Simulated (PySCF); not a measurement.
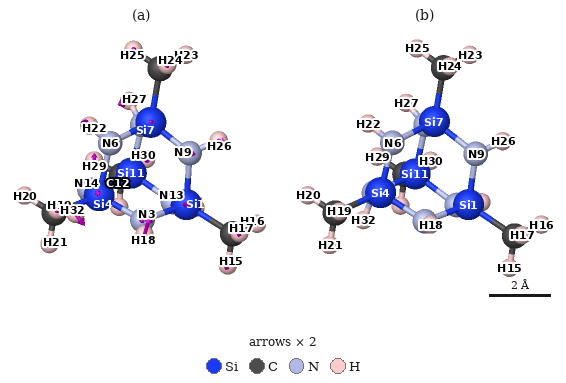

The structure of C₄H₁₈N₆Si₄ before (left) and after (right) a relaxation, at one scale. The purple arrows give the displacements, 2 times their true length.

The picture is a ball-and-stick view, seen from a free direction.

The start comes from GFN2-xTB. Its atoms were then displaced at random by about 0.03 Å.

Computed with PBE0-D3(BJ)/def2-SVP geometry optimisation, gas phase (PySCF). 

Describe what moved and what it gained.

The atom that moves furthest after the best rigid fit is an H atom (0.37 Å). By element the largest moves are H 0.37 Å, N 0.13 Å, Si 0.12 Å, C 0.08 Å. Near-neighbour distances that change, for instance: N–Si 1.615 → 1.757 Å, N–Si 1.657 → 1.755 Å, N–Si 1.838 → 1.752 Å, H–N 0.933 → 1.018 Å. Bond angles that change, for instance: Si–N–H 121.0° → 110.6°, C–Si–N 119.2° → 111.6°, Si–N–H 121.8° → 114.3°. Over 11 geometry steps the energy falls by 164.9 kJ/mol.
